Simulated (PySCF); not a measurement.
# One shape, several levels: CH6Sn (SMILES [CH3][SnH3])

Wanted: a comparison of 3 runs (HF/STO-3G, HF/def2-SVP, PBE0/def2-SVP) of CH6Sn. Input form: a Python script.

The results are computed with PySCF 2.14.0.

## (1) The structure to begin with

The species is CH6Sn (8 atoms), meant as a singlet with charge 0. As SMILES, `[CH3][SnH3]`. The shape is that of a PBE0-D4/def2-TZVP optimisation.

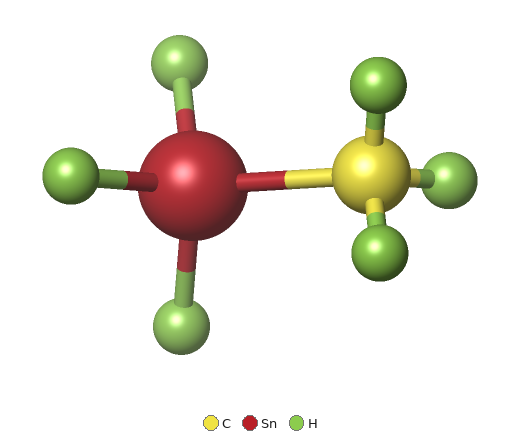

The structure, seen from a chosen angle (carbon yellow, tin red, hydrogen green).

## (2) Energy and gradient at HF/STO-3G (run 1)

Contents of calc.py:

```python
# [CH3][SnH3]
import pyscf.grad
from pyscf import gto

mol = gto.M(
    atom=[
    ('C', (1.094500, 0.367400, -0.110600)),
    ('Sn', (-0.919400, -0.329100, 0.082100)),
    ('H', (1.300500, 0.627700, -1.148800)),
    ('H', (1.789300, -0.411200, 0.204000)),
    ('H', (1.244600, 1.249200, 0.512300)),
    ('H', (-2.012000, 0.886800, -0.417500)),
    ('H', (-1.156700, -1.716400, -0.887800)),
    ('H', (-1.248700, -0.731500, 1.710400)),
],
    spin=0,
    verbose=4,
    basis='sto-3g',
    max_memory=1860,
)

hf = mol.RHF()
hf.conv_tol = 1e-10
hf.kernel()
if not hf.converged:
    hf = hf.newton().run(hf.mo_coeff, hf.mo_occ)

energy = hf.e_tot
print('E(%s) = %.9f' % ('HF', energy))
grad = hf.Gradients().kernel()
hf.analyze()
```

Run with:

```
OMP_NUM_THREADS=1 python calc.py
```

Output:

```text
PySCF version 2.14.0

[... 58 lines left out ...]
converged SCF energy = -6004.2033096329
[... 16 lines left out ...]
Two-electron Energy =                 2460.917396885848120
[... 5 lines left out ...]
MO #2   energy= -153.512730277954  occ= 2
[... 3 lines left out ...]
MO #6   energy= -29.5876009355524  occ= 2
[... 3 lines left out ...]
MO #10  energy= -18.1719496423481  occ= 2
[... 3 lines left out ...]
MO #14  energy= -18.1713817761823  occ= 2
[... 3 lines left out ...]
MO #18  energy= -3.54637561464722  occ= 2
[... 3 lines left out ...]
MO #22  energy= -0.874109921820771 occ= 2
[... 3 lines left out ...]
MO #26  energy= -0.547811963185905 occ= 2
[... 3 lines left out ...]
MO #30  energy= -0.370400742361918 occ= 2
[... 3 lines left out ...]
MO #34  energy= 0.470394752358852  occ= 0
[... 3 lines left out ...]
MO #38  energy= 0.762230120138558  occ= 0
[... 10 lines left out ...]
pop of  1 Sn 4s           1.99986
pop of  1 Sn 5s           1.06615
pop of  1 Sn 2px          2.00000
pop of  1 Sn 2py          2.00000
pop of  1 Sn 2pz          2.00000
pop of  1 Sn 3px          1.99996
pop of  1 Sn 3py          1.99996
pop of  1 Sn 3pz          1.99996
pop of  1 Sn 4px          1.99960
pop of  1 Sn 4py          1.99963
pop of  1 Sn 4pz          1.99963
pop of  1 Sn 5px          0.74286
pop of  1 Sn 5py          0.77905
pop of  1 Sn 5pz          0.78359
pop of  1 Sn 3dxy         1.99999
pop of  1 Sn 3dyz         1.99999
pop of  1 Sn 3dz^2        1.99999
pop of  1 Sn 3dxz         2.00000
pop of  1 Sn 3dx2-y2      1.99999
pop of  1 Sn 4dxy         1.99024
pop of  1 Sn 4dyz         1.99026
pop of  1 Sn 4dz^2        1.98831
pop of  1 Sn 4dxz         1.99736
pop of  1 Sn 4dx2-y2      1.99207
pop of  2 H 1s            0.97535
pop of  3 H 1s            0.97534
pop of  4 H 1s            0.97535
pop of  5 H 1s            1.16102
pop of  6 H 1s            1.16102
pop of  7 H 1s            1.16102
 ** Mulliken atomic charges  **
charge of    0C =     -0.26266
charge of    1Sn =      0.67177
charge of    2H =      0.02465
charge of    3H =      0.02466
charge of    4H =      0.02465
charge of    5H =     -0.16102
charge of    6H =     -0.16102
charge of    7H =     -0.16102
Dipole moment(X, Y, Z, Debye): -0.02103, -0.00730,  0.00191
```

Run time: 4.5 s. Hardware: 1 thread of Intel Xeon at 2.50GHz (Skylake/Cascade Lake), shared host; peak memory 0.12 GiB.

## (3) Energy and forces at HF/def2-SVP (core potential) (run 2)

Contents of input.py:

```python
from pyscf import gto, scf

mol = gto.M(
    atom='''
C    1.094500   0.367400  -0.110600
Sn  -0.919400  -0.329100   0.082100
H    1.300500   0.627700  -1.148800
H    1.789300  -0.411200   0.204000
H    1.244600   1.249200   0.512300
H   -2.012000   0.886800  -0.417500
H   -1.156700  -1.716400  -0.887800
H   -1.248700  -0.731500   1.710400
''',
    ecp={'Sn': 'def2-svp'},
    verbose=4,
    max_memory=1860,
    basis='def2-svp',
)

mf = scf.RHF(mol)
mf.conv_tol = 1e-10
mf.kernel()
if not mf.converged:
    mf = mf.newton().run(mf.mo_coeff, mf.mo_occ)

energy = mf.e_tot
print('E = %.10f Eh' % energy)
grad = mf.nuc_grad_method().kernel()
mf.analyze()
```

Run with:

```
OMP_NUM_THREADS=1 python input.py
```

Output:

```text
PySCF version 2.14.0

[... 81 lines left out ...]
DFT Exchange-Correlation Energy =      -24.426289808655497
[... 8 lines left out ...]
MO #7   energy= -1.31229646348146  occ= 2
[... 6 lines left out ...]
MO #14  energy= -0.561082011000881 occ= 2
[... 6 lines left out ...]
MO #21  energy= 0.194179343473603  occ= 0
[... 6 lines left out ...]
MO #28  energy= 0.42842576192961   occ= 0
[... 6 lines left out ...]
MO #35  energy= 0.738970424093902  occ= 0
[... 6 lines left out ...]
MO #42  energy= 1.01929986274049   occ= 0
[... 6 lines left out ...]
MO #49  energy= 1.80148047392802   occ= 0
[... 6 lines left out ...]
MO #56  energy= 2.10022314115228   occ= 0
[... 6 lines left out ...]
MO #63  energy= 2.75234866939571   occ= 0
[... 6 lines left out ...]
MO #70  energy= 52.430385629958    occ= 0
[... 42 lines left out ...]
pop of  2 H 1s            0.89459
pop of  2 H 2s            0.00971
pop of  2 H 2px           0.00042
pop of  2 H 2py           0.00053
pop of  2 H 2pz           0.00187
pop of  3 H 1s            0.89437
pop of  3 H 2s            0.00910
pop of  3 H 2px           0.00106
pop of  3 H 2py           0.00112
pop of  3 H 2pz           0.00078
pop of  4 H 1s            0.89594
pop of  4 H 2s            0.00917
pop of  4 H 2px           0.00032
pop of  4 H 2py           0.00169
pop of  4 H 2pz           0.00081
pop of  5 H 1s            1.56558
pop of  5 H 2s            0.02454
pop of  5 H 2px           0.01484
pop of  5 H 2py           0.01470
pop of  5 H 2pz           0.00873
pop of  6 H 1s            1.57136
pop of  6 H 2s            0.02457
pop of  6 H 2px           0.00498
pop of  6 H 2py           0.02082
pop of  6 H 2pz           0.01393
pop of  7 H 1s            1.56951
pop of  7 H 2s            0.02359
pop of  7 H 2px           0.01072
pop of  7 H 2py           0.01112
pop of  7 H 2pz           0.03014
 ** Mulliken atomic charges  **
charge of    0C =     -0.94923
charge of    1Sn =      2.57987
charge of    2H =      0.09287
charge of    3H =      0.09356
charge of    4H =      0.09206
charge of    5H =     -0.62838
charge of    6H =     -0.63566
charge of    7H =     -0.64508
Dipole moment(X, Y, Z, Debye):  0.69113,  0.23891, -0.06628
```

It took 11 s on 1 thread of Intel Xeon at 2.50GHz (Skylake/Cascade Lake), shared host; peak memory 0.14 GiB.

## (4) Energy and forces at PBE0/def2-SVP (core potential) (run 3)

Contents of mol.xyz:

```xyz
8
CH6Sn
C      1.094500     0.367400    -0.110600
Sn    -0.919400    -0.329100     0.082100
H      1.300500     0.627700    -1.148800
H      1.789300    -0.411200     0.204000
H      1.244600     1.249200     0.512300
H     -2.012000     0.886800    -0.417500
H     -1.156700    -1.716400    -0.887800
H     -1.248700    -0.731500     1.710400
```

Contents of input.py:

```python
import pyscf.grad
from pyscf import gto, dft

system = gto.Mole()
system.atom = 'mol.xyz'
system.max_memory = 1860
system.verbose = 3
system.ecp = {'Sn': 'def2-svp'}
system.basis = 'def2-svp'
system.build()

calc0 = dft.RKS(system, xc='pbe0')
calc0.grids.level = 5
calc0.conv_tol = 1e-10
calc0.kernel()
if not calc0.converged:
    calc0 = calc0.newton().run(calc0.mo_coeff, calc0.mo_occ)

etot = calc0.e_tot
print('E(%s) = %.9f' % ('PBE0', etot))
grad = calc0.Gradients().kernel()
calc0.analyze()
```

Run with:

```
OMP_NUM_THREADS=1 python input.py
```

Output:

```text
converged SCF energy = -255.896165338736
E(PBE0) = -255.896165339
--------------- RKS gradients ---------------
         x                y                z
0 C     0.0029813785     0.0009877004    -0.0002724657
1 Sn     0.0013888100     0.0004697103    -0.0001389590
2 H    -0.0012847121    -0.0014915106     0.0057636303
3 H    -0.0040132049     0.0042839290    -0.0017483944
4 H    -0.0009726132    -0.0049168209    -0.0034242261
5 H     0.0012284738    -0.0013376611     0.0005483093
6 H     0.0002850813     0.0015499248     0.0010804308
7 H     0.0003856661     0.0004548125    -0.0018068009
----------------------------------------------
**** MO energy ****
MO #1   energy= -10.2311005824426  occ= 2
MO #2   energy= -5.13362368880745  occ= 2
MO #3   energy= -3.46623714821182  occ= 2
MO #4   energy= -3.46623703185185  occ= 2
MO #5   energy= -3.46571343128012  occ= 2
MO #6   energy= -1.03277657336258  occ= 2
MO #7   energy= -1.03277586329204  occ= 2
MO #8   energy= -1.03257344638536  occ= 2
MO #9   energy= -1.02777964930274  occ= 2
MO #10  energy= -1.02777943529469  occ= 2
MO #11  energy= -0.703136223056219 occ= 2
MO #12  energy= -0.512499152130951 occ= 2
MO #13  energy= -0.418665235377047 occ= 2
MO #14  energy= -0.418650791507888 occ= 2
MO #15  energy= -0.322803815111238 occ= 2
MO #16  energy= -0.322799938126537 occ= 2
MO #17  energy= -0.30842745915257  occ= 2
MO #18  energy= 0.0288759920818649 occ= 0
MO #19  energy= 0.0555081920632924 occ= 0
MO #20  energy= 0.0571937505681187 occ= 0
MO #21  energy= 0.0571955084480252 occ= 0
MO #22  energy= 0.108246369044112  occ= 0
MO #23  energy= 0.139893954219698  occ= 0
MO #24  energy= 0.139903563422807  occ= 0
MO #25  energy= 0.231099848831143  occ= 0
MO #26  energy= 0.237484050199856  occ= 0
MO #27  energy= 0.237485630491601  occ= 0
MO #28  energy= 0.285245349434797  occ= 0
MO #29  energy= 0.32311730415396   occ= 0
MO #30  energy= 0.323121788500414  occ= 0
MO #31  energy= 0.460672023115963  occ= 0
MO #32  energy= 0.460677414871096  occ= 0
MO #33  energy= 0.468187219425512  occ= 0
MO #34  energy= 0.563478089679332  occ= 0
MO #35  energy= 0.563516460292291  occ= 0
MO #36  energy= 0.601461256610408  occ= 0
MO #37  energy= 0.682992830169479  occ= 0
MO #38  energy= 0.683011655197134  occ= 0
MO #39  energy= 0.686926365463182  occ= 0
MO #40  energy= 0.742936138421111  occ= 0
MO #41  energy= 0.793657044515843  occ= 0
MO #42  energy= 0.793667738974734  occ= 0
MO #43  energy= 0.903059737000508  occ= 0
MO #44  energy= 1.21428138873735   occ= 0
MO #45  energy= 1.21431387162536   occ= 0
MO #46  energy= 1.38684645589043   occ= 0
MO #47  energy= 1.50236282680401   occ= 0
MO #48  energy= 1.50236803449923   occ= 0
MO #49  energy= 1.53802615846841   occ= 0
MO #50  energy= 1.57955802458865   occ= 0
MO #51  energy= 1.64984866619374   occ= 0
MO #52  energy= 1.64986039364562   occ= 0
MO #53  energy= 1.74202868966579   occ= 0
MO #54  energy= 1.78300223208875   occ= 0
MO #55  energy= 1.78304250868433   occ= 0
MO #56  energy= 1.83473543927493   occ= 0
MO #57  energy= 1.93391994471253   occ= 0
MO #58  energy= 1.93394032791965   occ= 0
MO #59  energy= 1.98678361034332   occ= 0
MO #60  energy= 1.9868169988125    occ= 0
MO #61  energy= 2.2211969238622    occ= 0
MO #62  energy= 2.44590830057585   occ= 0
MO #63  energy= 2.44595935861566   occ= 0
MO #64  energy= 2.71676749522967   occ= 0
MO #65  energy= 2.938590752371     occ= 0
MO #66  energy= 2.93868335721927   occ= 0
MO #67  energy= 14.9321233382566   occ= 0
MO #68  energy= 14.9321399600322   occ= 0
MO #69  energy= 15.2956583517392   occ= 0
MO #70  energy= 51.8976954888961   occ= 0
 ** Mulliken atomic charges  **
charge of    0C =     -0.98476
charge of    1Sn =      2.42480
charge of    2H =      0.11269
charge of    3H =      0.11337
charge of    4H =      0.11175
charge of    5H =     -0.58339
charge of    6H =     -0.59214
charge of    7H =     -0.60232
Dipole moment(X, Y, Z, Debye):  0.73201,  0.25307, -0.07018
```

It took 40 s on 1 thread of Intel Xeon at 2.50GHz (Skylake/Cascade Lake), shared host; peak memory 0.69 GiB.

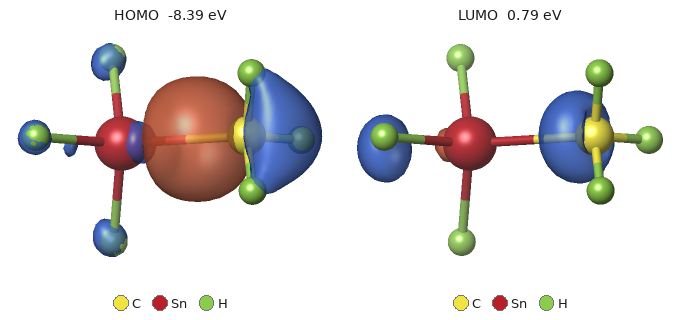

Frontier orbitals of this run, surfaces at ±0.2 Å^-3/2.

## (5) The series

```
run                           level  core potential  integration grid   energy (Eh)  dipole moment (D)  HOMO energy (eV)  LUMO energy (eV)  wall time
  1                       HF/STO-3G               –                 –  -6004.203310               0.02             -9.37             11.98      4.5 s
  2    HF/def2-SVP (core potential)        def2-svp                 –   -254.644302               0.73            -11.20              3.45       11 s
  3  PBE0/def2-SVP (core potential)        def2-svp                 5   -255.896165               0.78             -8.39              0.79       40 s
```

## (6) Results

```
                       quantity          value
            run 3: total energy  -255.89617 Eh
           run 3: dipole moment         0.78 D
             run 3: HOMO energy       -8.39 eV
             run 3: LUMO energy        0.79 eV
           run 3: HOMO–LUMO gap        9.18 eV
run 3: largest force on an atom     0.315 eV/Å
```

In words: The dipole moment (its size) runs from 0.02 D (HF/STO-3G) to 0.78 D (PBE0/def2-SVP). The two ends differ in method and basis and core potential. The two dipoles point in opposite directions. The HOMO–LUMO gap runs from 9.18 eV (PBE0/def2-SVP) to 21.35 eV (HF/STO-3G). Some runs of one species differ in core potentials or relativity; totals across that change don't compare. In run 1 the basis is minimal, so the values are rough. In run 1 relativity is left out where basis or elements ask for it. All runs together took 56 s, the longest 40 s.
